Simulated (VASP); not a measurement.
Band structure of MgTe (space group Fm-3m). Method: PBEsol GGA, VASP's PBE PAW potentials (set 64) (plane waves; VASP 6.6.1).

Unless said otherwise, spin-orbit coupling is left out, though it shifts the bands of the heavy elements here.

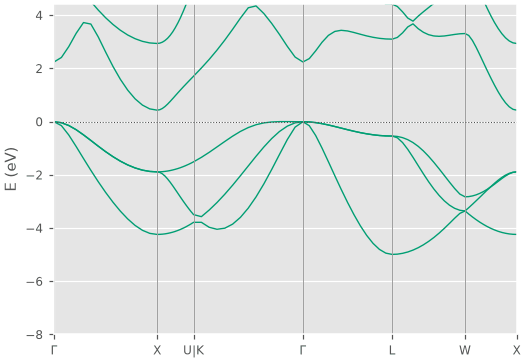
Fig. 1. Bands along high-symmetry lines, zero at the valence-band maximum or, without a gap, the Fermi level

Read the plot: is there a gap, and where are the band edges?

The gap is indirect, 0.43 eV, from the valence maximum at K-Γ at 0.86 to the conduction minimum at X. (Edges off the drawn lines would not show.)

The structure comes from a computed database's MgTe entry (Fm-3m); how it stands against other phases isn't given here. It was relaxed first.
